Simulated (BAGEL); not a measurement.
**GeSiH6O (SMILES [OH][GeH2][SiH3]), step by step**

Aim: the energy (HF/cc-pVDZ), then a single-point energy (NEVPT2(2,2)/cc-pVDZ) of GeSiH6O. 

Program for the calculation: BAGEL 1.2.2.

1 further run of the same task is left out (set aside as unsound or not needed).

## Step 1: The structure to begin with

GeSiH6O: 9 atoms, total charge 0, spin state singlet. As SMILES, `[OH][GeH2][SiH3]`. The Si3–H7 distance was set to 4.166 Å, away from the relaxed value. At this shape a bond of the SMILES string is far longer than usual.

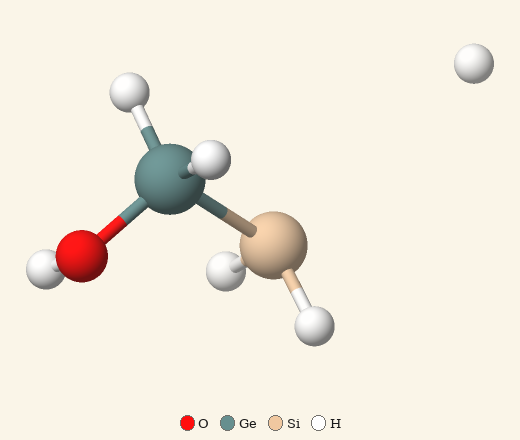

Viewed from a chosen angle; oxygen red, germanium teal, silicon light orange, hydrogen white.

## Step 2: The energy at HF/cc-pVDZ (density fitting with svp-jkfit) (run 1)

input.json reads:

```json
{ "bagel" : [

{
  "title" : "molecule",
  "basis" : "cc-pvdz.json",
  "df_basis" : "svp-jkfit",
  "angstrom" : true,
  "geometry" : [
    { "atom" : "O", "xyz" : [   -4.293720,    1.222977,   -1.319193 ] },
    { "atom" : "Ge", "xyz" : [   -2.542020,    1.119377,   -0.959893 ] },
    { "atom" : "Si", "xyz" : [   -2.102520,   -0.790923,    0.406007 ] },
    { "atom" : "H", "xyz" : [   -4.601720,    0.487677,   -1.853393 ] },
    { "atom" : "H", "xyz" : [   -1.754620,    1.051877,   -2.288793 ] },
    { "atom" : "H", "xyz" : [   -2.240220,    2.446477,   -0.248493 ] },
    { "atom" : "H", "xyz" : [    1.986000,   -1.132800,    1.128400 ] },
    { "atom" : "H", "xyz" : [   -2.568220,   -2.016423,   -0.298093 ] },
    { "atom" : "H", "xyz" : [   -2.821120,   -0.676323,    1.701407 ] }
  ]
},
{
  "title" : "hf"
},
{
  "title" : "print",
  "file" : "orbitals.molden",
  "orbitals" : true
}

]}
```

The basis set cc-pVDZ is read from a file made from the Basis Set Exchange's data (not shown).

Command:

```sh
$ BAGEL_NUM_THREADS=1 BAGEL input.json > input.out
```

Standard output:

```text
* using 1 threads per process

  ===============================================================
  ===============================================================

  *** Geometry ***

  { "atom" : "O", "xyz" : [     -8.113955,      2.311092,     -2.492913 ] },
  { "atom" : "Ge", "xyz" : [     -4.803722,      2.115316,     -1.813935 ] },
  { "atom" : "Si", "xyz" : [     -3.973187,     -1.494628,      0.767242 ] },
  { "atom" : "H", "xyz" : [     -8.695991,      0.921576,     -3.502405 ] },
  { "atom" : "H", "xyz" : [     -3.315751,      1.987759,     -4.325192 ] },
  { "atom" : "H", "xyz" : [     -4.233402,      4.623172,     -0.469584 ] },
  { "atom" : "H", "xyz" : [      3.752996,     -2.140682,      2.132367 ] },
  { "atom" : "H", "xyz" : [     -4.853232,     -3.810487,     -0.563314 ] },
  { "atom" : "H", "xyz" : [     -5.331144,     -1.278065,      3.215193 ] },

  Number of auxiliary basis functions:      579

  Since a DF basis is specified, we compute 2- and 3-index integrals:
    o Being stored without compression. Storage requirement is 0.037 GB

  Number of basis functions:       89
  Number of electrons      :       60

    * METHOD: MOLECULE                             0.41

  *** RHF ***

  === Nuclear Repulsion ===
   265.6760847156

      * DIIS with orbital gradients will be used.

  === RHF iteration (cc-pvdz.json) ===
      0      -2442.11256728          0.01550809           0.14
      1      -2442.18102865          0.01522454           0.13
      2      -2442.38003000          0.00157652           0.13
      3      -2442.38390271          0.00044791           0.13
      4      -2442.38418573          0.00021606           0.14
      5      -2442.38424424          0.00008970           0.14
      6      -2442.38425794          0.00003533           0.13
      7      -2442.38426118          0.00001022           0.14
      8      -2442.38426141          0.00000418           0.13
      9      -2442.38426142          0.00000236           0.14
     10      -2442.38426143          0.00000058           0.14
     11      -2442.38426143          0.00000032           0.14
     12      -2442.38426143          0.00000009           0.14
     13      -2442.38426143          0.00000003           0.13
     14      -2442.38426143          0.00000001           0.13
     15      -2442.38426143          0.00000001           0.13
    * SCF iteration converged.

    * Permanent dipole moment:
           (    1.538237,     0.150542,     0.654553) a.u.

    * METHOD: HF                                   2.48

    * METHOD: PRINT                                0.02

  ===============================================================
```

Run time: 3.3 s. Hardware: 1 thread of Arm Neoverse V1, shared host; peak memory 0.15 GiB.

## Step 3: A single-point energy at NEVPT2(2,2)/cc-pVDZ (density fitting with svp-jkfit) (run 2)

job.json reads:

```json
{ "bagel" : [

{
  "title" : "molecule",
  "basis" : "cc-pvdz.json",
  "df_basis" : "svp-jkfit",
  "angstrom" : true,
  "geometry" : [
    { "atom" : "O", "xyz" : [   -4.293720,    1.222977,   -1.319193 ] },
    { "atom" : "Ge", "xyz" : [   -2.542020,    1.119377,   -0.959893 ] },
    { "atom" : "Si", "xyz" : [   -2.102520,   -0.790923,    0.406007 ] },
    { "atom" : "H", "xyz" : [   -4.601720,    0.487677,   -1.853393 ] },
    { "atom" : "H", "xyz" : [   -1.754620,    1.051877,   -2.288793 ] },
    { "atom" : "H", "xyz" : [   -2.240220,    2.446477,   -0.248493 ] },
    { "atom" : "H", "xyz" : [    1.986000,   -1.132800,    1.128400 ] },
    { "atom" : "H", "xyz" : [   -2.568220,   -2.016423,   -0.298093 ] },
    { "atom" : "H", "xyz" : [   -2.821120,   -0.676323,    1.701407 ] }
  ]
},
{ "title" : "hf" },
{ "title" : "nevpt2", "nstate" : 1, "nact" : 2, "nclosed" : 29, "active" : [30, 31], "maxiter" : 200, "natocc" : true, "ncore" : 15 },
{ "title" : "print", "file" : "orbitals.molden", "orbitals" : true }

]}
```

The basis set cc-pVDZ is read from a file made from the Basis Set Exchange's data (not shown).

Command:

```sh
$ BAGEL_NUM_THREADS=1 BAGEL job.json > job.out
```

Standard output:

```text
* using 1 threads per process

  ===============================================================
  ===============================================================

  *** Geometry ***

  { "atom" : "O", "xyz" : [     -8.113955,      2.311092,     -2.492913 ] },
  { "atom" : "Ge", "xyz" : [     -4.803722,      2.115316,     -1.813935 ] },
  { "atom" : "Si", "xyz" : [     -3.973187,     -1.494628,      0.767242 ] },
  { "atom" : "H", "xyz" : [     -8.695991,      0.921576,     -3.502405 ] },
  { "atom" : "H", "xyz" : [     -3.315751,      1.987759,     -4.325192 ] },
  { "atom" : "H", "xyz" : [     -4.233402,      4.623172,     -0.469584 ] },
  { "atom" : "H", "xyz" : [      3.752996,     -2.140682,      2.132367 ] },
  { "atom" : "H", "xyz" : [     -4.853232,     -3.810487,     -0.563314 ] },
  { "atom" : "H", "xyz" : [     -5.331144,     -1.278065,      3.215193 ] },

  Number of auxiliary basis functions:      579

  Since a DF basis is specified, we compute 2- and 3-index integrals:
    o Being stored without compression. Storage requirement is 0.037 GB

  Number of basis functions:       89
  Number of electrons      :       60

    * METHOD: MOLECULE                             0.41

  *** RHF ***

  === Nuclear Repulsion ===
   265.6760847156

      * DIIS with orbital gradients will be used.

  === RHF iteration (cc-pvdz.json) ===
      0      -2442.11256728          0.01550809           0.14
      1      -2442.18102865          0.01522454           0.13
      2      -2442.38003000          0.00157652           0.13
      3      -2442.38390271          0.00044791           0.13
      4      -2442.38418573          0.00021606           0.13
      5      -2442.38424424          0.00008970           0.13
      6      -2442.38425794          0.00003533           0.13
      7      -2442.38426118          0.00001022           0.14
      8      -2442.38426141          0.00000418           0.14
      9      -2442.38426142          0.00000236           0.13
     10      -2442.38426143          0.00000058           0.13
     11      -2442.38426143          0.00000032           0.14
     12      -2442.38426143          0.00000009           0.14
     13      -2442.38426143          0.00000003           0.13
     14      -2442.38426143          0.00000001           0.13
     15      -2442.38426143          0.00000001           0.13
    * SCF iteration converged.

    * Permanent dipole moment:
           (    1.538237,     0.150542,     0.654553) a.u.

    * METHOD: HF                                   2.46

    * freezing 15 orbitals
  ---------------------------
      CASSCF calculation
  ---------------------------

    ==== Active orbitals : =====
         Orbital 30
         Orbital 31
    ============================

    * nstate   :      1
    * nclosed  :     29
    * nact     :      2
    * nvirt    :     58
  === CASSCF iteration (cc-pvdz.json) ===

    * Using the second-order algorithm

      0  0     -2442.49287896     5.66e-03      0.04

      1  0     -2442.51676150     3.13e-04      0.67

      2  0     -2442.51683303     5.92e-05      0.66

      3  0     -2442.51683509     1.32e-05      0.68

      4  0     -2442.51683519     2.96e-06      0.65

      5  0     -2442.51683519     6.61e-07      0.68

      6  0     -2442.51683520     1.48e-07      0.64

      7  0     -2442.51683520     3.31e-08      0.62

      8  0     -2442.51683520     7.40e-09      0.50

    * Second-order optimization converged. *

     guess   0:   closed 1.                   open ..

  === FCI iteration ===

      0  0     -2442.36061488     9.18e-02      0.00
      1  0     -2442.51358681     1.68e-02      0.00
      2  0 *   -2442.51683520     5.58e-17      0.00

     * ci vector, state   0, <S^2> = 0.0000
       2.     0.7581651010
       .2    -0.6520626347

  === DF-NEVPT2 calculation ===

    * 3-index integral transformation done
    * assembly done

      NEVPT2 correlation energy:   -0.3934613126      0.22

          (+0)     -0.3643346231
          (+0)'    -0.0036620504
          (+1)     -0.0064510722
          (+1)'    -0.0000000000
          (+2)     -0.0000127656
          (-1)     -0.0189511020
          (-1)'     0.0000000000
          (-2)     -0.0000496993

      NEVPT2 total energy:       -2442.9102965078

    * METHOD: NEVPT2                               5.89

    * METHOD: PRINT                                0.02

  ===============================================================
```

It took 9 s on 1 thread of Arm Neoverse V1, shared host; peak memory 0.15 GiB.

## Step 4: What came out

```
                                quantity           value
         run 1, HF/cc-pVDZ: total energy  -2442.38426 Eh
        run 1, HF/cc-pVDZ: dipole moment          4.27 D
          run 1, HF/cc-pVDZ: HOMO energy        -6.94 eV
          run 1, HF/cc-pVDZ: LUMO energy        -2.34 eV
        run 1, HF/cc-pVDZ: HOMO–LUMO gap         4.60 eV
run 2, NEVPT2(2,2)/cc-pVDZ: total energy  -2442.91030 Eh
```

**Reading.** One bond (run 1, HF/cc-pVDZ) is far stretched, which a spin-restricted single reference describes badly; a broken-symmetry solution may lie lower.
